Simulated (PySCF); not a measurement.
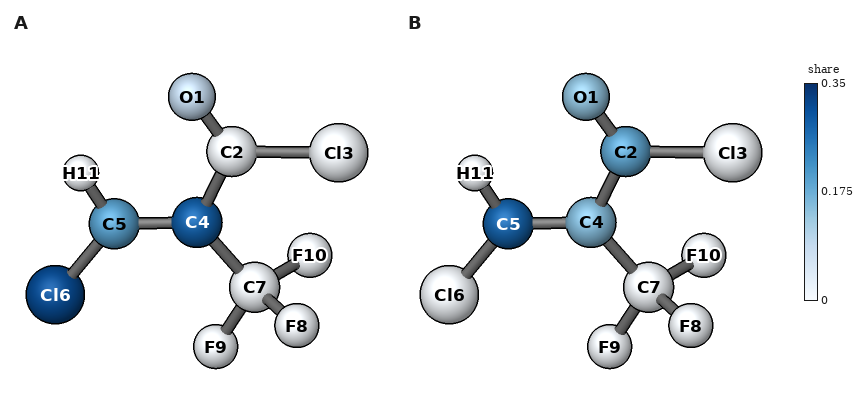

Each panel colours the atoms by their Löwdin share in one orbital (up to four of the largest shares; other atoms are shown as zero). The geometry was computed by an optimisation with GFN2-xTB. No frequency run is at hand to confirm it as a minimum. Level of theory: CAM-B3LYP/def2-SVPD (PySCF 2.14.0).

> The panels show the HOMO, LUMO, in some order. Which is which?

A: HOMO, −10.26 eV; Cl6 0.31, C4 0.29, C5 0.19, O1 0.09
B: LUMO, −1.97 eV; C5 0.28, C2 0.19, C4 0.15, O1 0.14
